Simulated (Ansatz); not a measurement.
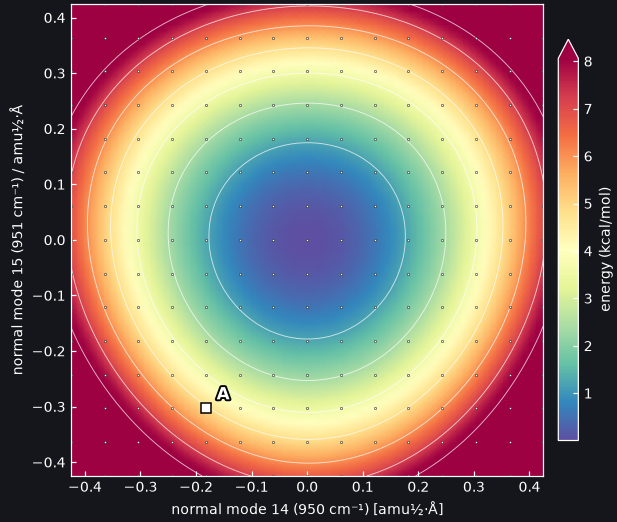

C₂H₆Si₂, SMILES [SiH3]C1=C[SiH2]1. Coordinates scanned: (1) normal mode 14 (950 cm⁻¹); (2) normal mode 15 (951 cm⁻¹). Nothing is relaxed (straight displacements along the two mass-weighted modes). The grid has 15 × 15 points. Points are written as (first, second). All energies are given in kcal/mol relative to the lowest grid point. Computed with Ansatz, RKS wB97M-V/def2-SVP.

Drawn: a smooth colour map with a few white contour lines, dots at the grid points, one colour for all values above the top of the scale, the point A. Between grid points the surface is interpolated.

Which way does the force act at A, and how strong is it?

Answer. A, at (−0.182 amu½·Å, −0.303 amu½·Å), is not a stationary point. The computed force is 16 kcal/mol for each amu½·Å towards larger values of normal mode 14 (950 cm⁻¹) and 23 kcal/mol for each amu½·Å towards larger values of normal mode 15 (951 cm⁻¹).
